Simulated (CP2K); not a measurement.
**A workflow on doublet C4H4O+**

We compute a series of 9 runs (U-revPBE/SZV-GTH, revPBE/DZVP-GTH, U-revPBE/DZVP-GTH, revPBE/TZVP-GTH, U-revPBE/TZVP-GTH, revPBE/TZV2P-GTH, U-revPBE/TZV2P-GTH, revPBE/QZV2P-GTH, and more) of C4H4O. 

Program for the calculation: CP2K 2026.2.

1 further run of the same task is left out (set aside as unsound or not needed).

## Step 1: The molecule

C4H4O+ has 9 atoms, charge +1, and is taken as a doublet. SMILES of the parent species: `c1ccoc1`. Geometry: relaxed at PBE0-D4/def2-TZVP. That shape belongs to the parent species and isn't relaxed for this state.

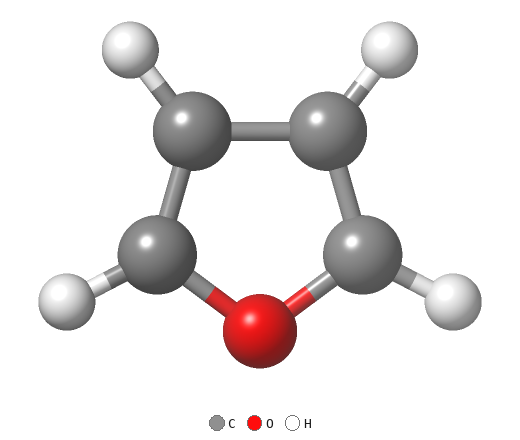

The structure, seen from a chosen angle (carbon grey, oxygen red, hydrogen white).

## Step 2: Energy and gradient at U-revPBE/SZV-GTH (core potential) (run 1)

Input file molecule.xyz:

```xyz
9

C      0.281100     0.977400    -0.084000
C      0.817600    -0.248800    -0.579600
C     -0.000500    -1.224800    -0.122600
O     -1.001000    -0.697400     0.616400
C     -0.817300     0.641100     0.630900
H      0.663600     1.973100    -0.240900
H      1.694300    -0.382300    -1.192800
H     -0.006600    -2.296600    -0.230700
H     -1.542600     1.212000     1.186300
```

Input file calc.inp:

```
&FORCE_EVAL
 METHOD QS
 &DFT
  BASIS_SET_FILE_NAME GTH_BASIS_SETS
  POTENTIAL_FILE_NAME GTH_POTENTIALS
  CHARGE 1
  MULTIPLICITY 2
  SPIN_POLARIZED T
  &QS
   METHOD GPW
   EPS_DEFAULT 1.0E-10
  &END
  ! real-space grids
  &MGRID
   CUTOFF 400
   REL_CUTOFF 50
   NGRIDS 4
  &END
  ! no periodic images
  &POISSON
   PERIODIC NONE
   POISSON_SOLVER MULTIPOLE
  &END
  &SCF
   SCF_GUESS ATOMIC
   EPS_SCF 1.0E-06
   MAX_SCF 40
   &OT
    MINIMIZER CG
    PRECONDITIONER FULL_ALL
   &END
   &OUTER_SCF
    EPS_SCF 1.0E-06
    MAX_SCF 5
   &END
  &END
  ! exchange and correlation
  &XC
   &XC_FUNCTIONAL
    &PBE
     PARAMETRIZATION REVPBE
    &END
   &END
  &END
  &PRINT
   &MOMENTS
    PERIODIC F
    REFERENCE COM
    MAX_MOMENT 1
   &END
   &MO_CUBES
    NLUMO 3
    NHOMO -1
    WRITE_CUBE F
   &END
   &HIRSHFELD OFF
   &END
  &END
 &END
 &SUBSYS
  ! box in angstrom
  &CELL
   ABC 11.4 12.5 10.6
   PERIODIC NONE
  &END
  &TOPOLOGY
   COORD_FILE_NAME molecule.xyz
   COORD_FILE_FORMAT XYZ
   &CENTER_COORDINATES
   &END
  &END
  &KIND C
   BASIS_SET SZV-GTH-q4
   POTENTIAL GTH-PBE-q4
  &END
  &KIND O
   BASIS_SET SZV-GTH-q6
   POTENTIAL GTH-PBE-q6
  &END
  &KIND H
   BASIS_SET SZV-GTH-q1
   POTENTIAL GTH-PBE-q1
  &END
 &END
 &PRINT
  &FORCES ON
  &END
 &END
&END

&GLOBAL
 PROJECT_NAME calc
 RUN_TYPE ENERGY_FORCE
 PRINT_LEVEL MEDIUM
&END
```

Command:

```
$ OMP_NUM_THREADS=2 cp2k.psmp -i calc.inp -o calc.out
```

Output, shortened:

```text
CP2K| version string:                                       CP2K version 2026.2
[...]
 GLOBAL| Method name                                                        CP2K
[...]
 GLOBAL| Run type                                                   ENERGY_FORCE
[...]
 DFT| Spin unrestricted (spin-polarized) Kohn-Sham calculation               UKS
 DFT| Multiplicity                                                             2
[...]
 DFT| Charge                                                                   1
[...]
 FUNCTIONAL| PBE:
 QS| Method:                                                                 GPW
[...]
 QS| Density cutoff [a.u.]:                                                200.0
[...]
 QS| Relative density cutoff [a.u.]:                                        25.0
[...]
                             - Atoms:                                          9
[...]
                             - Spherical basis functions:                     24
[...]
 Number of electrons:                                                         13
[...]
     1 OT CG       0.15E+00    1.9     0.13254793       -38.4686318401 -3.85E+01
[...]
     5 OT CG       0.39E+00    2.1     0.00000056       -40.1432500674 -7.78E-10
  *** SCF run converged in     5 steps ***
[...]
  Overlap energy of the core charge distribution:               0.00000301747408
  Self energy of the core charge distribution:               -100.50813462153728
  Core Hamiltonian energy:                                     27.92279536782557
  Hartree energy:                                              43.38613263323339
  Exchange-correlation energy:                                -10.94404646439545
  Total energy:                                               -40.14325006739968
[...]
                     Mulliken Population Analysis
 #  Atom  Element  Kind  Atomic population (alpha,beta) Net charge  Spin moment
       1     C        1         2.161455     2.090789    -0.252244     0.070666
       2     C        1         2.161796     2.090280    -0.252076     0.071516
       3     C        1         2.216332     1.720598     0.063070     0.495733
       4     O        2         3.079068     3.160210    -0.239278    -0.081141
       5     C        1         2.216322     1.720746     0.062932     0.495576
       6     H        3         0.303445     0.307194     0.389361    -0.003750
       7     H        3         0.303182     0.306964     0.389855    -0.003782
       8     H        3         0.279267     0.301679     0.419053    -0.022412
       9     H        3         0.279133     0.301539     0.419328    -0.022406
 # Total charge and spin       13.000000    12.000000     1.000000     1.000000
[...]
  Dipole moment [Debye]
    X=  0.8053691E+00 Y=  0.5490675E+00 Z= -0.4926131E+00  Total=      1.0921365
[...]
 HOMO - LUMO gap [eV] :    1.052480
[...]
 ENERGY| Total FORCE_EVAL ( QS ) energy [hartree]            -40.143250067440150
 FORCES| Atomic forces [hartree/bohr]
 FORCES|   Atom     x               y               z               |f|
 FORCES|      1  9.84120530E-02  1.07576606E-02 -6.61241552E-02   1.19050676E-01
 FORCES|      2  6.02840139E-02  9.80033293E-02 -3.09514365E-02   1.19150352E-01
 FORCES|      3 -2.18203704E-02 -7.76048741E-02  6.77276864E-03   8.08981795E-02
 FORCES|      4 -1.22345974E-01 -8.33408374E-02  7.41209698E-02   1.65554072E-01
 FORCES|      5 -6.38905718E-02  1.87452213E-02  4.58134361E-02   8.08223942E-02
 FORCES|      6  3.80810384E-02  9.51092181E-02 -1.60277909E-02   1.03695800E-01
 FORCES|      7  8.46038664E-02 -1.11621866E-02 -5.89611468E-02   1.03724758E-01
 FORCES|      8  3.84668811E-03 -1.19181961E-01 -1.51022218E-02   1.20196564E-01
 FORCES|      9 -7.82622924E-02  6.83204163E-02  6.05976990E-02   1.20269476E-01
 FORCES| Sum    -1.09154900E-03 -3.54013855E-04  1.38122321E-04
 FORCES| Total atomic force                                       1.15580396E-03
[...]
```

Run time: 2.4 min. Hardware: 2 threads of Intel Xeon 6975P-C (Granite Rapids), shared host; peak memory 1.6 GiB.

## Step 3: Singlet neutral C4H4O: energy and gradient at revPBE/DZVP-GTH (core potential) (run 2)

molecule.xyz is that of step 2.

Input file molecule.inp:

```
&GLOBAL
   PROJECT_NAME molecule
   RUN_TYPE ENERGY_FORCE
   PRINT_LEVEL MEDIUM
&END GLOBAL
&FORCE_EVAL
   METHOD Quickstep
   &DFT
      BASIS_SET_FILE_NAME GTH_BASIS_SETS
      POTENTIAL_FILE_NAME GTH_POTENTIALS
      CHARGE 0
      MULTIPLICITY 1
      ! Quickstep
      &QS
         METHOD GPW
         EPS_DEFAULT 1.0E-10
      &END QS
      ! real-space grids
      &MGRID
         CUTOFF 400
         REL_CUTOFF 50
         NGRIDS 4
      &END MGRID
      &POISSON
         PERIODIC NONE
         POISSON_SOLVER MULTIPOLE
      &END POISSON
      ! self-consistent field
      &SCF
         SCF_GUESS ATOMIC
         EPS_SCF 1.0E-06
         MAX_SCF 100
         ADDED_MOS 10
         &DIAGONALIZATION
            ALGORITHM STANDARD
         &END DIAGONALIZATION
         &MIXING
            METHOD DIRECT_P_MIXING
            ALPHA 0.4
         &END MIXING
      &END SCF
      &XC
         &XC_FUNCTIONAL
            &PBE
               PARAMETRIZATION REVPBE
            &END PBE
         &END XC_FUNCTIONAL
      &END XC
      ! extra output
      &PRINT
         &MOMENTS
            PERIODIC F
            REFERENCE COM
            MAX_MOMENT 1
         &END MOMENTS
         &MO ON
            ENERGIES T
            OCCUPATION_NUMBERS T
            NDIGITS 6
            &EACH
               QS_SCF 0
            &END EACH
            ADD_LAST NUMERIC
         &END MO
         &HIRSHFELD OFF
         &END HIRSHFELD
      &END PRINT
   &END DFT
   ! atoms, cell and kinds
   &SUBSYS
      ! vacuum box
      &CELL
         ABC [angstrom] 11.4 12.5 10.6
         PERIODIC NONE
      &END CELL
      &TOPOLOGY
         COORD_FILE_NAME molecule.xyz
         COORD_FILE_FORMAT XYZ
         &CENTER_COORDINATES
         &END CENTER_COORDINATES
      &END TOPOLOGY
      &KIND C
         BASIS_SET DZVP-GTH-q4
         POTENTIAL GTH-PBE-q4
      &END KIND
      &KIND O
         BASIS_SET DZVP-GTH-q6
         POTENTIAL GTH-PBE-q6
      &END KIND
      &KIND H
         BASIS_SET DZVP-GTH-q1
         POTENTIAL GTH-PBE-q1
      &END KIND
   &END SUBSYS
   ! extra output
   &PRINT
      &FORCES ON
      &END FORCES
   &END PRINT
&END FORCE_EVAL
```

Command:

```
$ OMP_NUM_THREADS=2 cp2k.psmp -i molecule.inp > molecule.out 2>&1
```

Output, shortened:

```text
CP2K| version string:                                       CP2K version 2026.2
[...]
 GLOBAL| Method name                                                        CP2K
[...]
 GLOBAL| Run type                                                   ENERGY_FORCE
[...]
 DFT| Spin restricted Kohn-Sham (RKS) calculation                            RKS
 DFT| Multiplicity                                                             1
[...]
 DFT| Charge                                                                   0
[...]
 FUNCTIONAL| PBE:
 QS| Method:                                                                 GPW
[...]
 QS| Density cutoff [a.u.]:                                                200.0
[...]
 QS| Relative density cutoff [a.u.]:                                        25.0
[...]
                             - Atoms:                                          9
[...]
                             - Spherical basis functions:                     85
[...]
 Number of electrons:                                                         26
[...]
     1 P_Mix/Diag. 0.40E+00    1.1     0.92676743       -40.9219502079 -4.09E+01
[...]
    15 DIIS/Diag.  0.32E-06    1.1     0.00000054       -41.1332994566 -2.64E-12
  *** SCF run converged in    15 steps ***
[...]
  Overlap energy of the core charge distribution:               0.00000301747408
  Self energy of the core charge distribution:               -100.50813462153728
  Core Hamiltonian energy:                                     30.80792859390273
  Hartree energy:                                              40.55024694409806
  Exchange-correlation energy:                                -11.98334339053869
  Total energy:                                               -41.13329945660109
[...]
  Dipole moment [Debye]
    X=  0.4452886E+00 Y=  0.3037070E+00 Z= -0.2720651E+00  Total=      0.6037709
  Decoupling Energy:                                               0.0000047214
 ENERGY| Total FORCE_EVAL ( QS ) energy [hartree]            -41.133299456601300
[...]
```

It took 20 s on 2 threads of Intel Xeon 6975P-C (Granite Rapids), shared host; peak memory 1.3 GiB.

Runs 3 to 5 aren't shown in full; the table further down has their settings and results.

## Step 4: Singlet neutral C4H4O: energy and gradient at revPBE/TZV2P-GTH (core potential) (run 6)

molecule.xyz is that of step 3.

Input file run.inp:

```
&GLOBAL
   PROJECT run
   RUN_TYPE ENERGY_FORCE
   PRINT_LEVEL MEDIUM
&END GLOBAL
&FORCE_EVAL
   METHOD QS
   &DFT
      BASIS_SET_FILE_NAME GTH_BASIS_SETS
      POTENTIAL_FILE_NAME GTH_POTENTIALS
      &QS
         METHOD GPW
         EPS_DEFAULT 1.0E-10
      &END QS
      &MGRID
         CUTOFF 400
         REL_CUTOFF 50
         NGRIDS 4
      &END MGRID
      &POISSON
         PERIODIC NONE
         POISSON_SOLVER MULTIPOLE
      &END POISSON
      &SCF
         SCF_GUESS ATOMIC
         EPS_SCF 1.0E-06
         MAX_SCF 100
         ADDED_MOS 10
         &DIAGONALIZATION
            ALGORITHM STANDARD
         &END DIAGONALIZATION
         &MIXING
            METHOD DIRECT_P_MIXING
            ALPHA 0.4
         &END MIXING
      &END SCF
      &XC
         &XC_FUNCTIONAL
            &PBE
               PARAMETRIZATION REVPBE
            &END PBE
         &END XC_FUNCTIONAL
      &END XC
      &PRINT
         &MOMENTS
            PERIODIC F
            REFERENCE COM
            MAX_MOMENT 1
         &END MOMENTS
         &MO ON
            ENERGIES T
            OCCUPATION_NUMBERS T
            NDIGITS 6
            &EACH
               QS_SCF 0
            &END EACH
            ADD_LAST NUMERIC
         &END MO
         &HIRSHFELD OFF
         &END HIRSHFELD
      &END PRINT
   &END DFT
   &SUBSYS
      &CELL
         ABC 11.4 12.5 10.6
         PERIODIC NONE
      &END CELL
      &TOPOLOGY
         COORD_FILE_NAME molecule.xyz
         COORD_FILE_FORMAT XYZ
         &CENTER_COORDINATES
         &END CENTER_COORDINATES
      &END TOPOLOGY
      &KIND C
         BASIS_SET TZV2P-GTH-q4
         POTENTIAL GTH-PBE-q4
      &END KIND
      &KIND O
         BASIS_SET TZV2P-GTH-q6
         POTENTIAL GTH-PBE-q6
      &END KIND
      &KIND H
         BASIS_SET TZV2P-GTH-q1
         POTENTIAL GTH-PBE-q1
      &END KIND
   &END SUBSYS
   &PRINT
      &FORCES ON
      &END FORCES
   &END PRINT
&END FORCE_EVAL
```

Command:

```
$ OMP_NUM_THREADS=2 cp2k.psmp run.inp > run.out
```

Output, shortened:

```text
CP2K| version string:                                       CP2K version 2026.2
[...]
 GLOBAL| Method name                                                        CP2K
[...]
 GLOBAL| Run type                                                   ENERGY_FORCE
[...]
 DFT| Spin restricted Kohn-Sham (RKS) calculation                            RKS
 DFT| Multiplicity                                                             1
[...]
 DFT| Charge                                                                   0
[...]
 FUNCTIONAL| PBE:
 QS| Method:                                                                 GPW
[...]
 QS| Density cutoff [a.u.]:                                                200.0
[...]
 QS| Relative density cutoff [a.u.]:                                        25.0
[...]
                             - Atoms:                                          9
[...]
                             - Spherical basis functions:                    146
[...]
 Number of electrons:                                                         26
[...]
     1 P_Mix/Diag. 0.40E+00    1.2     1.12083917       -40.9435129844 -4.09E+01
[...]
    15 DIIS/Diag.  0.28E-06    1.2     0.00000066       -41.1716006996 -4.77E-12
  *** SCF run converged in    15 steps ***
[...]
  Overlap energy of the core charge distribution:               0.00000301747408
  Self energy of the core charge distribution:               -100.50813462153728
  Core Hamiltonian energy:                                     30.76818498688879
  Hartree energy:                                              40.53705411190516
  Exchange-correlation energy:                                -11.96870819435253
  Total energy:                                               -41.17160069962176
[...]
  Dipole moment [Debye]
    X=  0.3892480E+00 Y=  0.2652049E+00 Z= -0.2377895E+00  Total=      0.5276281
  Decoupling Energy:                                               0.0000031771
 ENERGY| Total FORCE_EVAL ( QS ) energy [hartree]            -41.171600699622090
[...]
```

Wall time 21 s (2 threads of Intel Xeon 6975P-C (Granite Rapids), shared host); peak memory 1.3 GiB.

Runs 7 to 8 aren't shown in full; the table further down has their settings and results.

## Step 5: Energy and gradient at U-revPBE/QZV2P-GTH (core potential) (run 9)

molecule.xyz is that of step 4.

Input file calc.inp:

```
&global
   project calc
   run_type ENERGY_FORCE
   print_level MEDIUM
&end global
&force_eval
   method Quickstep
   &dft
      basis_set_file_name GTH_BASIS_SETS
      potential_file_name GTH_POTENTIALS
      charge 1
      multiplicity 2
      uks T
      ! Quickstep
      &qs
         method GPW
         eps_default 1.0E-10
      &end qs
      ! plane-wave cutoff in Ry
      &mgrid
         cutoff 400
         rel_cutoff 50
         ngrids 4
      &end mgrid
      ! cluster boundary conditions
      &poisson
         periodic NONE
         poisson_solver MULTIPOLE
      &end poisson
      &scf
         scf_guess ATOMIC
         eps_scf 1.0E-06
         max_scf 40
         &ot
            minimizer CG
            preconditioner FULL_ALL
         &end ot
         &outer_scf
            eps_scf 1.0E-06
            max_scf 5
         &end outer_scf
      &end scf
      &xc
         &xc_functional
            &pbe
               parametrization REVPBE
            &end pbe
         &end xc_functional
      &end xc
      &print
         &moments
            periodic F
            reference COM
            max_moment 1
         &end moments
         &mo_cubes
            nlumo 3
            nhomo -1
            write_cube F
         &end mo_cubes
         &hirshfeld OFF
         &end hirshfeld
      &end print
   &end dft
   ! atoms, cell and kinds
   &subsys
      &cell
         abc 11.4 12.5 10.6
         periodic NONE
      &end cell
      &topology
         coord_file_name molecule.xyz
         coord_file_format XYZ
         &center_coordinates
         &end center_coordinates
      &end topology
      &kind C
         basis_set QZV2P-GTH-q4
         potential GTH-PBE-q4
      &end kind
      &kind O
         basis_set QZV2P-GTH-q6
         potential GTH-PBE-q6
      &end kind
      &kind H
         basis_set QZV2P-GTH-q1
         potential GTH-PBE-q1
      &end kind
   &end subsys
   ! extra output
   &print
      &forces ON
      &end forces
   &end print
&end force_eval
```

Command:

```
$ OMP_NUM_THREADS=2 cp2k.psmp calc.inp > calc.out
```

Output, shortened:

```text
CP2K| version string:                                       CP2K version 2026.2
[...]
 GLOBAL| Method name                                                        CP2K
[...]
 GLOBAL| Run type                                                   ENERGY_FORCE
[...]
 DFT| Spin unrestricted (spin-polarized) Kohn-Sham calculation               UKS
 DFT| Multiplicity                                                             2
[...]
 DFT| Charge                                                                   1
[...]
 FUNCTIONAL| PBE:
 QS| Method:                                                                 GPW
[...]
 QS| Density cutoff [a.u.]:                                                200.0
[...]
 QS| Relative density cutoff [a.u.]:                                        25.0
[...]
                             - Atoms:                                          9
[...]
                             - Spherical basis functions:                    170
[...]
 Number of electrons:                                                         13
[...]
     1 OT CG       0.15E+00    2.0     0.06911146       -38.1192557916 -3.81E+01
[...]
    37 OT CG       0.30E+00    2.2     0.00000097       -40.8519475378 -6.62E-10
  *** SCF run converged in    37 steps ***
[...]
  Overlap energy of the core charge distribution:               0.00000301747408
  Self energy of the core charge distribution:               -100.50813462153728
  Core Hamiltonian energy:                                     30.40130762136890
  Hartree energy:                                              40.93279064398845
  Exchange-correlation energy:                                -11.67791419908424
  Total energy:                                               -40.85194753779009
[...]
  Dipole moment [Debye]
    X=  0.9610252E+00 Y=  0.6560589E+00 Z= -0.5869752E+00  Total=      1.3032738
[...]
 WARNING : did not converge in ot_eigensolver
 number of iterations          299  exceeded maximum
 current gradient / target gradient   1.8155019498069538E-004  /    1.0000000000000001E-005
[...]
 WARNING : did not converge in ot_eigensolver
 number of iterations          299  exceeded maximum
 current gradient / target gradient   2.1579768223085231E-005  /    1.0000000000000001E-005
[...]
 HOMO - LUMO gap [eV] :    1.623592
[...]
 ENERGY| Total FORCE_EVAL ( QS ) energy [hartree]            -40.851947538419893
[...]
```

Wall time 2.2 min (2 threads of Intel Xeon 6975P-C (Granite Rapids), shared host); peak memory 1.6 GiB.

## Step 6: The series

```tsv
run	level	iteration cap	solver	partner	energy (Eh)	HOMO energy (eV)	LUMO energy (eV)	⟨S²⟩	wall time
1	U-revPBE/SZV-GTH (core potential)	40	OT	cation	-40.143250	-17.07	-16.02	0.758	2.4 min
2	revPBE/DZVP-GTH (core potential)	100	DIAG	base	-41.133299	-5.48	-0.47	–	20 s
3	U-revPBE/DZVP-GTH (core potential)	40	OT	cation	-40.812438	-13.46	-11.93	0.759	2.4 min
4	revPBE/TZVP-GTH (core potential)	100	DIAG	base	-41.161619	-5.60	-0.66	–	22 s
5	U-revPBE/TZVP-GTH (core potential)	40	OT	cation	-40.838305	-13.49	-11.96	0.759	1.7 min
6	revPBE/TZV2P-GTH (core potential)	100	DIAG	base	-41.171601	-5.60	-0.67	–	21 s
7	U-revPBE/TZV2P-GTH (core potential)	40	OT	cation	-40.849078	-13.47	-11.92	0.760	1.9 min
8	revPBE/QZV2P-GTH (core potential)	100	DIAG	base	-41.174397	-5.61	-0.71	–	22 s
9	U-revPBE/QZV2P-GTH (core potential)	40	OT	cation	-40.851948	-13.46	-11.91	0.760	2.2 min
```

Convergence of the HOMO energy of singlet C4H4O with the basis set, against the last point:

```tsv
basis set	from the last (eV)	wall time
DZVP-GTH	+0.1329	20 s
TZVP-GTH	+0.0055	22 s
TZV2P-GTH	+0.0094	21 s
QZV2P-GTH	+0.0000	22 s
```

Convergence of the total energy of singlet C4H4O with the basis set, against the last point:

```tsv
basis set	from the last (mEh)	wall time
DZVP-GTH	+41.098	20 s
TZVP-GTH	+12.778	22 s
TZV2P-GTH	+2.796	21 s
QZV2P-GTH	+0.000	22 s
```

## Step 7: Results

```
                                                            quantity         value
                             run 9, U-revPBE/QZV2P-GTH: total energy  -40.85195 Eh
       run 9, U-revPBE/QZV2P-GTH: HOMO energy (highest over α and β)     -13.46 eV
        run 9, U-revPBE/QZV2P-GTH: LUMO energy (lowest over α and β)     -11.91 eV
                                     run 9, U-revPBE/QZV2P-GTH: ⟨S²⟩         0.760
                 run 9, U-revPBE/QZV2P-GTH: largest force on an atom    3.287 eV/Å
 vertical ionisation energy (to the doublet cation), revPBE/DZVP-GTH      8.731 eV
 vertical ionisation energy (to the doublet cation), revPBE/TZVP-GTH      8.798 eV
vertical ionisation energy (to the doublet cation), revPBE/TZV2P-GTH      8.776 eV
vertical ionisation energy (to the doublet cation), revPBE/QZV2P-GTH      8.774 eV
```

What this shows: For the HOMO energy of singlet C4H4O to stay within 0.1 eV of the last point, TZVP-GTH is the first point of the series from which all later ones do (22 s against 22 s). For the HOMO energy of singlet C4H4O to stay within 0.02 eV of the last point, TZVP-GTH is the first point of the series from which all later ones do (22 s against 22 s). In run 1 the basis is minimal, so the values are rough. All runs together took 12 min, the longest 2.4 min.
